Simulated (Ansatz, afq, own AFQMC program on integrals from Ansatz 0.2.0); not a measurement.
# C₂H₆GeN (doublet): quantum Monte Carlo beside coupled cluster as a free ligand, def2-SVP

Aim: compute C₂H₆GeN (doublet) with auxiliary-field quantum Monte Carlo on the same integrals as coupled cluster, and set the energies side by side.

Program: Ansatz 0.2.0, Gaussian basis, and an in-house AFQMC program (afq) on its integrals; all values are calculated. Level of theory: def2-SVP, frozen cores. These are calculated values, not measurements.

To be run: PBE (unrestricted); CCSD(T) on UHF; r2SCAN (unrestricted); PBE0 (unrestricted); B3LYP (unrestricted); wB97M-V (unrestricted); B2PLYP (unrestricted); Phaseless AFQMC, CISD trial on UHF; Phaseless AFQMC, single-determinant trial on UHF.

## Step 1: The system

The geometry is a PBE0/def2-SVP stationary point (not a proven minimum). No spin-orbit coupling is included. The filled d shell of Ge may be among the frozen orbitals whatever the setting's name suggests; the logs give the count.

10 atoms, charge 0, spin multiplicity 2.

Atoms are counted from 1 here; the program's logs count them from 0.

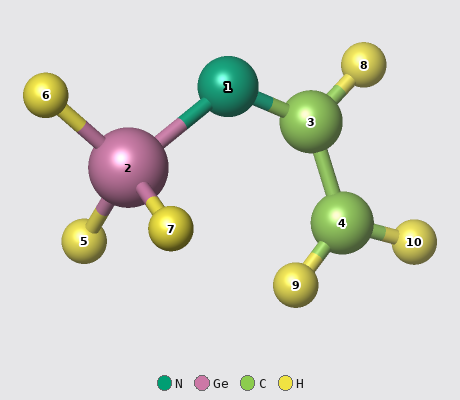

The geometry (nitrogen teal, germanium pink, carbon green, hydrogen yellow); atoms are numbered from 1 in the order of the file.

## Step 2: PBE (unrestricted)

in.yaml reads:

```yaml
crystal:
  periodic: [false, false, false]
  atoms:
    - {symbol: N, position_ang: [-0.124182, 0.149913, 0.421478]}
    - {symbol: Ge, position_ang: [0.419748, -1.594346, 0.068641]}
    - {symbol: C, position_ang: [-0.202275, 1.083669, -0.488354]}
    - {symbol: C, position_ang: [0.089220, 0.990429, -1.859850]}
    - {symbol: H, position_ang: [-0.524243, -2.271464, -0.948992]}
    - {symbol: H, position_ang: [0.358739, -2.336373, 1.409013]}
    - {symbol: H, position_ang: [1.863077, -1.620826, -0.480134]}
    - {symbol: H, position_ang: [-0.541108, 2.076531, -0.136982]}
    - {symbol: H, position_ang: [0.431881, 0.053573, -2.310057]}
    - {symbol: H, position_ang: [-0.020156, 1.858394, -2.514864]}
basis:
  gaussian: {orbitals: def2-SVP}
magnetization: {spin_polarized: true, initial_magnetization: 1}
hamiltonian: {xc: {name: PBE}}
output: {orbitals: {seedname: orbitals}}
```

On the command line:

```
> ansatz run in.yaml --threads 1 --pin off --events-out ev --progress --plain --max-ram 5632MiB --backend cpu
```

Output:

```text
Functional definition: PBE
  name "PBE"
  cite "Perdew, Burke & Ernzerhof, Phys. Rev. Lett. 77, 3865 (1996) doi:10.1103/PhysRevLett.77.3865"
  parent pbe
  parameter kappa = 0.804
  parameter beta = 0.06672455060314922
  exchange = pbe_x(kappa = kappa, mu = beta*pi^2/3)
  correlation = pbe_c(beta = beta)
1187 factors; their error is unknown
mean field evaluation 1: about -60147.3261 eV, gradient 3.9e1 eV
mean field evaluation 2: about -60119.1553 eV, gradient 8.2e1 eV
mean field evaluation 4: about -60154.0158 eV, gradient 1.2e1 eV
mean field evaluation 8: about -60154.7299 eV, gradient 3.0e-1 eV
mean field evaluation 16: about -60154.6623 eV, gradient 4.2e-4 eV
mean field -60154.66228882 eV, -2210.6430648194 hartree, gradient 3.1e-5 eV, S^2 0.762804; 1 other end points of the search recorded, 0 dependent functions left out
reference -60154.66232424 eV, -2210.6430661213 hartree; 29, 28 occupied and 75, 76 virtual orbitals, 1187 factors
Total energy: -60154.66232424 eV, -2210.6430661213 hartree
```

It took 4.3 s on 1 thread of AMD EPYC 7R13 (Zen 3), shared host; peak memory 0.73 GiB.

From the report: ⟨S²⟩ of the determinant 0.763 (pure doublet: 0.75).

## Step 3: CCSD(T) on UHF

in.yaml: that of step 2 with these lines changed.

```diff
@@ -16,3 +16,2 @@
 magnetization: {spin_polarized: true, initial_magnetization: 1}
-hamiltonian: {xc: {name: PBE}}
-output: {orbitals: {seedname: orbitals}}
+correlation: {method: ccsd_t, electrons: outside_noble_gas, hamiltonian_folder: ham}
```

On the command line:

```
> ansatz run in.yaml --threads 1 --pin off --events-out ev --progress --plain --max-ram 16896MiB --backend cuda --devices 0, --max-vram 18GiB
```

Output, cut to the lines that bear on the results:

```text
Functional definition: HF
  name "HF"
  cite "Fock, Z. Phys. 61, 126 (1930) doi:10.1007/BF01340294"
  parent pbe
[...]
1059 factors; integrals over basis functions are off by at most 1.5e-3 eV
[...]
mean field -60099.84733759 eV, -2208.6286525166 hartree, gradient 2.3e-6 eV, S^2 0.959249; 1 other end points of the search recorded, 0 dependent functions left out
determinant -60099.84733759 eV, -2208.6286525166 hartree, with singles and doubles -60114.80185498 eV, -2209.1782208944 hartree
determinant -60098.29424089 eV, -2208.5715772659 hartree, with singles and doubles -60113.39617165 eV, -2209.1265629847 hartree
17 core orbitals not correlated: weight in the atoms' cores, before any rotation towards them, 0.997 or more for the frozen orbitals, at most 0.002 for the correlated occupied ones
reference -60099.84733759 eV, -2208.6286525166 hartree; 12, 11 occupied and 75, 76 virtual orbitals, 1059 factors
second order -13.23700246 eV of doubles, -0.00000000 eV of singles
cycle   1  -14.95587611 eV  change   -1.4e-3 eV  update   2.2e-3
[...]
cycle   9  -14.95885762 eV  change    6.9e-6 eV  update   7.0e-6
perturbative correction -0.49648638 eV, -0.0182455379 hartree
Total energy: -60115.30268158 eV, -2209.1966259326 hartree
```

Wall time 4.4 s (1 × NVIDIA H100 80GB HBM3 with 1 thread of AMD EPYC 7R13 (Zen 3), shared host); peak host memory 0.86 GiB.

From the report: ⟨S²⟩ of the determinant 0.959 (pure doublet: 0.75); correlation -15.4553 eV; T1 0.028; largest double amplitude 0.06.

This run also writes the integrals to the folder ham.

## Step 4: r2SCAN (unrestricted)

in.yaml: that of step 3 with these lines changed.

```diff
@@ -16,2 +16,2 @@
 magnetization: {spin_polarized: true, initial_magnetization: 1}
-correlation: {method: ccsd_t, electrons: outside_noble_gas, hamiltonian_folder: ham}
+hamiltonian: {xc: {name: r2SCAN}}
```

On the command line:

```
> ansatz run in.yaml --threads 1 --pin off --events-out ev --progress --plain --max-ram 5632MiB --backend cpu
```

Output:

```text
Functional definition: r2SCAN
  name "r2SCAN"
  cite "Furness, Kaplan, Ning, Perdew & Sun, J. Phys. Chem. Lett. 11, 8208 (2020) doi:10.1021/acs.jpclett.0c02405"
  cite "Furness, Kaplan, Ning, Perdew & Sun, J. Phys. Chem. Lett. 11, 9248 (2020) doi:10.1021/acs.jpclett.0c03077"
  parent r2scan
  parameter k0 = 0.174
  parameter k1 = 0.065
  parameter a1 = 4.9479
  exchange = r2scan_x(k0 = k0, k1 = k1, a1 = a1)
  correlation = r2scan_c
1187 factors; their error is unknown
mean field evaluation 1: about -60160.1098 eV, gradient 3.5e1 eV
mean field evaluation 2: about -60146.2183 eV, gradient 6.2e1 eV
mean field evaluation 4: about -60165.6522 eV, gradient 6.5e0 eV
mean field evaluation 8: about -60165.8893 eV, gradient 2.8e-1 eV
mean field evaluation 16: about -60165.8215 eV, gradient 6.0e-4 eV
mean field -60165.82148964 eV, -2211.0531578856 hartree, gradient 7.3e-5 eV, S^2 0.788549; 1 other end points of the search recorded, 0 dependent functions left out
reference -60165.82150109 eV, -2211.0531583064 hartree; 29, 28 occupied and 75, 76 virtual orbitals, 1187 factors
Total energy: -60165.82150109 eV, -2211.0531583064 hartree
```

It took 9 s on 1 thread of AMD EPYC 7R13 (Zen 3), shared host; peak memory 0.73 GiB.

From the report: ⟨S²⟩ of the determinant 0.789 (pure doublet: 0.75).

## Step 5: PBE0 (unrestricted)

in.yaml: that of step 4 with these lines changed.

```diff
@@ -16,2 +16,3 @@
 magnetization: {spin_polarized: true, initial_magnetization: 1}
-hamiltonian: {xc: {name: r2SCAN}}
+hamiltonian: {xc: {name: PBE0}}
+output: {orbitals: {seedname: orbitals}}
```

Same command.

Output:

```text
Functional definition: PBE0
  name "PBE0"
  cite "Adamo & Barone, J. Chem. Phys. 110, 6158 (1999) doi:10.1063/1.478522"
  cite "Perdew, Burke & Ernzerhof, Phys. Rev. Lett. 77, 3865 (1996) doi:10.1103/PhysRevLett.77.3865"
  parent pbe
  parameter a = 0.25
  parameter kappa = 0.804
  parameter beta = 0.06672455060314922
  exchange = (1 - a)*pbe_x(kappa = kappa, mu = beta*pi^2/3) + a*exact_x
  correlation = pbe_c(beta = beta)
1059 factors; integrals over basis functions are off by at most 1.5e-3 eV
mean field evaluation 1: about -60152.0849 eV, gradient 3.0e1 eV
mean field evaluation 2: about -60147.2355 eV, gradient 4.4e1 eV
mean field evaluation 4: about -60156.3791 eV, gradient 2.9e0 eV
mean field evaluation 8: about -60156.5773 eV, gradient 4.4e-1 eV
mean field evaluation 16: about -60156.5796 eV, gradient 1.1e-3 eV
mean field -60156.57960761 eV, -2210.7135249854 hartree, gradient 7.3e-5 eV, S^2 0.785935; 2 other end points of the search recorded, 0 dependent functions left out
reference -60156.57963506 eV, -2210.7135259943 hartree; 29, 28 occupied and 75, 76 virtual orbitals, 1059 factors
Total energy: -60156.57963506 eV, -2210.7135259943 hartree
```

Wall time 5.5 s (1 thread of AMD EPYC 7R13 (Zen 3), shared host); peak memory 1.7 GiB.

From the report: ⟨S²⟩ of the determinant 0.786 (pure doublet: 0.75).

## Step 6: B3LYP (unrestricted)

in.yaml: that of step 5 with these lines changed.

```diff
@@ -16,3 +16,2 @@
 magnetization: {spin_polarized: true, initial_magnetization: 1}
-hamiltonian: {xc: {name: PBE0}}
-output: {orbitals: {seedname: orbitals}}
+hamiltonian: {xc: {name: B3LYP}}
```

Launched as before.

Output, cut to the lines that bear on the results:

```text
Functional definition: B3LYP
  name "B3LYP"
  cite "Stephens, Devlin, Chabalowski & Frisch, J. Phys. Chem. 98, 11623 (1994) doi:10.1021/j100096a001"
  cite "Becke, Phys. Rev. A 38, 3098 (1988) doi:10.1103/PhysRevA.38.3098"
  cite "Lee, Yang & Parr, Phys. Rev. B 37, 785 (1988) doi:10.1103/PhysRevB.37.785"
  cite "Vosko, Wilk & Nusair, Can. J. Phys. 58, 1200 (1980) doi:10.1139/p80-159"
[...]
1059 factors; integrals over basis functions are off by at most 1.5e-3 eV
[...]
mean field -60169.45520795 eV, -2211.1866945708 hartree, gradient 6.0e-5 eV, S^2 0.776925; 2 other end points of the search recorded, 0 dependent functions left out
reference -60169.45545994 eV, -2211.1867038311 hartree; 29, 28 occupied and 75, 76 virtual orbitals, 1059 factors
Total energy: -60169.45545994 eV, -2211.1867038311 hartree
```

Run time: 5.5 s. Hardware: 1 thread of AMD EPYC 7R13 (Zen 3), shared host; peak memory 1.7 GiB.

From the report: ⟨S²⟩ of the determinant 0.777 (pure doublet: 0.75).

## Step 7: wB97M-V (unrestricted)

in.yaml: that of step 6 with these lines changed.

```diff
@@ -16,2 +16,3 @@
 magnetization: {spin_polarized: true, initial_magnetization: 1}
-hamiltonian: {xc: {name: B3LYP}}
+hamiltonian: {xc: {name: wB97M-V}}
+output: {orbitals: {seedname: orbitals}}
```

Launched as before.

Output, cut to the lines that bear on the results:

```text
Functional definition: wB97M-V
  name "wB97M-V"
  cite "Mardirossian & Head-Gordon, J. Chem. Phys. 144, 214110 (2016) doi:10.1063/1.4952647"
  cite "Becke, J. Chem. Phys. 107, 8554 (1997) doi:10.1063/1.475007"
  cite "Vydrov & Van Voorhis, J. Chem. Phys. 133, 244103 (2010) doi:10.1063/1.3521275"
  # Of w^i u^j: cxij and so on, Table III.
[...]
  gx(w, u) = 1 - cx + cx01*u + cx10*w
  gss(w, u) = css00 + css04*u^4 + css10*w + css20*w^2 + css43*w^4*u^3
  gos(w, u) = cos00 + cos10*w + (cos20 + cos21*u)*w^2 + (cos60 + cos61*u)*w^6
[...]
      + integral(e_c_pw_mod_opposite_spin*gos(b97_w_opposite, b97_u_opposite)) + vv10(b, c)
1059 factors; integrals over basis functions are off by at most 1.5e-3 eV
291 factors; integrals over basis functions are off by at most 1.1e-5 eV
[...]
mean field -60162.90977371 eV, -2210.9461542991 hartree, gradient 4.5e-5 eV, S^2 0.781440; 2 other end points of the search recorded, 0 dependent functions left out
reference -60162.90981623 eV, -2210.9461558614 hartree; 29, 28 occupied and 75, 76 virtual orbitals, 1059 factors
Total energy: -60162.90981623 eV, -2210.9461558614 hartree
```

It took 20 s on 1 thread of AMD EPYC 7R13 (Zen 3), shared host; peak memory 1.7 GiB.

From the report: ⟨S²⟩ of the determinant 0.781 (pure doublet: 0.75).

## Step 8: B2PLYP (unrestricted)

in.yaml: that of step 7 with these lines changed.

```diff
@@ -16,3 +16,3 @@
 magnetization: {spin_polarized: true, initial_magnetization: 1}
-hamiltonian: {xc: {name: wB97M-V}}
-output: {orbitals: {seedname: orbitals}}
+hamiltonian: {xc: {name: B2PLYP}}
+correlation: {electrons: outside_noble_gas}
```

Same command.

Output, cut to the lines that bear on the results:

```text
Functional definition: B2PLYP
  name "B2PLYP"
  cite "Grimme, J. Chem. Phys. 124, 034108 (2006) doi:10.1063/1.2148954"
  cite "Becke, Phys. Rev. A 38, 3098 (1988) doi:10.1103/PhysRevA.38.3098"
  cite "Lee, Yang & Parr, Phys. Rev. B 37, 785 (1988) doi:10.1103/PhysRevB.37.785"
[...]
1059 factors; integrals over basis functions are off by at most 1.5e-3 eV
[...]
mean field -60147.95118310 eV, -2210.3964362332 hartree, gradient 7.5e-6 eV, S^2 0.828989; 2 other end points of the search recorded, 0 dependent functions left out
17 core orbitals not correlated: weight in the atoms' cores, before any rotation towards them, 0.997 or more for the frozen orbitals, at most 0.002 for the correlated occupied ones
reference -60147.95134737 eV, -2210.3964422702 hartree; 12, 11 occupied and 75, 76 virtual orbitals, 1059 factors
second order -16.83575312 eV of doubles, -0.00000000 eV of singles
Total energy: -60152.49700071 eV, -2210.5634919493 hartree
```

It took 7.5 s on 1 thread of AMD EPYC 7R13 (Zen 3), shared host; peak memory 1.7 GiB.

From the report: ⟨S²⟩ of the determinant 0.829 (pure doublet: 0.75).

## Step 9: Phaseless AFQMC, CISD trial on UHF

It reads the integrals that the CCSD(T) run on this determinant wrote.

On the command line:

```
> afq ham --method phaseless --trial cisd --walkers 2000 --populations 20 --least-time 60 --time-step 0.005 --steps-per-block 50 --equilibration-blocks 28 --max-blocks 4000 --target-error 0.00017 --factor-cut 1e-05 --start spin_pure --seed 9369 --release-times 0.2,0.4,0.6 --release-step 0.02 --release-every 5 --taylor-order 6
```

Output:

```text
orbitals 87  electrons 12 11  factors 769 of 1059
reference energy -2208.62865252 Eh
CCSD correlation -0.54972780 Eh in 15 cycles, weight of the determinant in the CISD state 0.7791
energy of the start -2209.150097 Eh
 block  time / (1/Eh)  mean weight  energy / Eh
     1     0.250  0.9999  -2209.149418
     2     0.500  1.0005  -2209.165443
     3     0.750  0.9995  -2209.176084
     4     1.000  1.0001  -2209.183825
     5     1.250  1.0003  -2209.191580
     6     1.500  0.9995  -2209.192448
     7     1.750  0.9998  -2209.192661
     8     2.000  1.0003  -2209.193567
     9     2.250  0.9998  -2209.196024
    10     2.500  0.9993  -2209.197192
    13     3.250  1.0000  -2209.197871
    19     4.750  1.0004  -2209.196495
    25     6.250  1.0001  -2209.198408
    31     7.750  1.0002  -2209.202866
    37     9.250  1.0003  -2209.201796
    43    10.750  1.0000  -2209.201270
    49    12.250  0.9993  -2209.198121
    55    13.750  0.9997  -2209.200788
    61    15.250  1.0000  -2209.196127
    67    16.750  1.0010  -2209.202669
    73    18.250  0.9999  -2209.197551
    79    19.750  1.0001  -2209.197180
    85    21.250  0.9994  -2209.199320
    91    22.750  0.9994  -2209.197774
    97    24.250  1.0000  -2209.199784
   103    25.750  1.0008  -2209.197261
   109    27.250  1.0000  -2209.199920
   115    28.750  0.9999  -2209.196237
   121    30.250  1.0000  -2209.198701
   127    31.750  0.9990  -2209.194000
   133    33.250  1.0000  -2209.195788
   139    34.750  0.9998  -2209.197155
   145    36.250  0.9999  -2209.195058
   151    37.750  0.9997  -2209.197402
   157    39.250  1.0000  -2209.198951
   163    40.750  0.9998  -2209.197953
   169    42.250  1.0000  -2209.197869
   175    43.750  1.0009  -2209.195382
   181    45.250  0.9999  -2209.197641
   187    46.750  1.0003  -2209.198994
   193    48.250  1.0004  -2209.200216
   199    49.750  0.9994  -2209.198469
   205    51.250  0.9999  -2209.196808
   211    52.750  1.0001  -2209.195990
   217    54.250  0.9999  -2209.198545
   223    55.750  1.0005  -2209.202385
   229    57.250  0.9999  -2209.198983
   235    58.750  0.9990  -2209.199058
   241    60.250  0.9999  -2209.197279
   247    61.750  0.9994  -2209.197443
   253    63.250  0.9991  -2209.198079
error from the spread of 20 populations
released: time / (1/Eh)  energy / Eh  error  mean overlap
  0.20  -2209.199155  0.000310  0.9985
  0.40  -2209.199552  0.000225  0.9960
  0.60  -2209.199458  0.000262  0.9965
energy -2209.198486 +/- 0.000191 Eh
```

It took 6.3 min on 1 × NVIDIA H100 80GB HBM3 with 2 threads of AMD EPYC 7R13 (Zen 3), shared host; peak host memory 1.7 GiB.

Energy -60115.3533 ± 0.0052 eV. Caveats: constraint bias not in the error.

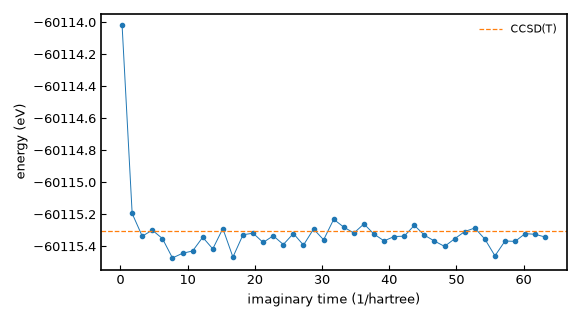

Block energies along the walk.

## Step 10: Phaseless AFQMC, single-determinant trial on UHF

It reads the integrals that the CCSD(T) run on this determinant wrote.

On the command line:

```
> afq ham --method phaseless --trial hf --walkers 2000 --populations 20 --least-time 40 --time-step 0.005 --steps-per-block 20 --equilibration-blocks 112 --max-blocks 4000 --target-error 0.00087 --factor-cut 1e-05 --start spin_pure --seed 9366 --taylor-order 6
```

Output:

```text
orbitals 87  electrons 12 11  factors 769 of 1059
reference energy -2208.62865252 Eh
CCSD correlation -0.54972780 Eh in 15 cycles, weight of the determinant in the CISD state 0.7791
energy of the start -2208.634202 Eh
 block  time / (1/Eh)  mean weight  energy / Eh
     1     0.100  1.0029  -2208.775836
     2     0.200  1.0040  -2208.876007
     3     0.300  1.0039  -2208.946560
     4     0.400  1.0034  -2209.003230
     5     0.500  1.0028  -2209.041858
     6     0.600  1.0032  -2209.073649
     7     0.700  1.0023  -2209.097604
     8     0.800  1.0023  -2209.121595
     9     0.900  1.0008  -2209.129765
    10     1.000  1.0009  -2209.138775
    14     1.400  1.0021  -2209.171584
    27     2.700  0.9999  -2209.196309
    40     4.000  0.9998  -2209.206791
    53     5.300  0.9990  -2209.225515
    66     6.600  0.9999  -2209.189782
    79     7.900  1.0003  -2209.194495
    92     9.200  1.0000  -2209.203179
   105    10.500  1.0001  -2209.206263
   118    11.800  0.9995  -2209.206574
   131    13.100  0.9998  -2209.192536
   144    14.400  0.9996  -2209.202880
   157    15.700  0.9999  -2209.193589
   170    17.000  1.0003  -2209.185446
   183    18.300  0.9998  -2209.202899
   196    19.600  1.0000  -2209.198515
   209    20.900  0.9998  -2209.193207
   222    22.200  1.0005  -2209.198860
   235    23.500  1.0005  -2209.220376
   248    24.800  1.0001  -2209.195047
   261    26.100  0.9993  -2209.206517
   274    27.400  1.0003  -2209.192014
   287    28.700  0.9994  -2209.197291
   300    30.000  0.9999  -2209.203231
   313    31.300  0.9998  -2209.195015
   326    32.600  1.0001  -2209.211775
   339    33.900  0.9995  -2209.207914
   352    35.200  1.0010  -2209.208560
   365    36.500  1.0001  -2209.200249
   378    37.800  0.9994  -2209.194286
   391    39.100  0.9995  -2209.197989
   404    40.400  1.0001  -2209.194958
   417    41.700  1.0001  -2209.194743
   430    43.000  1.0000  -2209.202258
   443    44.300  0.9989  -2209.182051
   456    45.600  1.0001  -2209.199507
   469    46.900  1.0008  -2209.199707
   482    48.200  1.0005  -2209.205942
   495    49.500  0.9996  -2209.193186
   508    50.800  1.0004  -2209.199468
   521    52.100  0.9998  -2209.198471
   534    53.400  0.9999  -2209.195317
   547    54.700  1.0001  -2209.201834
error from the spread of 20 populations
energy -2209.198239 +/- 0.000867 Eh
```

Run time: 1.7 min. Hardware: 1 × NVIDIA H100 80GB HBM3 with 2 threads of AMD EPYC 7R13 (Zen 3), shared host; peak host memory 1.8 GiB.

Energy -60115.3466 ± 0.0236 eV. Caveats: constraint bias not in the error.

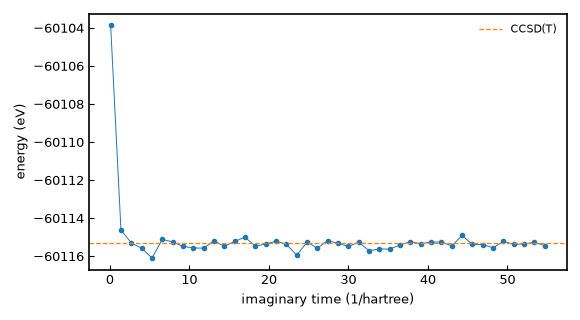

Block energies along the walk.

## Step 11: All levels side by side

On the UHF determinant, counted from CCSD(T) (a yardstick, not exact):

| level | energy (eV) | from CCSD(T) (meV) | statistical error (meV) | time |
| --- | --- | --- | --- | --- |
| HF | -60099.8473 | +15455.3 |  |  |
| MP2 | -60113.0843 | +2218.3 |  |  |
| CCSD | -60114.8062 | +496.5 |  |  |
| CCSD(T) | -60115.3027 | 0.0 |  |  |
| Phaseless AFQMC, CISD trial, step 0.005, 2000 walkers | -60115.3533 | -50.6 | 5.2 | 6.3 min |
| Phaseless AFQMC, single-determinant trial, step 0.005, 2000 walkers | -60115.3466 | -43.9 | 23.6 | 1.7 min |

The functionals' totals stand on their own zeros and serve differences with other points: PBE -60154.662 eV; r2SCAN -60165.822 eV; PBE0 -60156.580 eV; B3LYP -60169.455 eV; wB97M-V -60162.910 eV; B2PLYP -60152.497 eV.

## Step 12: Summary of results

| quantity | value |
| --- | --- |
| Phaseless AFQMC, CISD trial on UHF from CCSD(T) | -50.6 ± 5.2 meV |
| Phaseless AFQMC, single-determinant trial on UHF from CCSD(T) | -43.9 ± 23.6 meV |

In words: On UHF the phaseless walk with the CISD trial lies -50.6 meV from CCSD(T), 10 times its error bar. Error bars are statistical and leave out the constraint, the time step and what remains of the start.
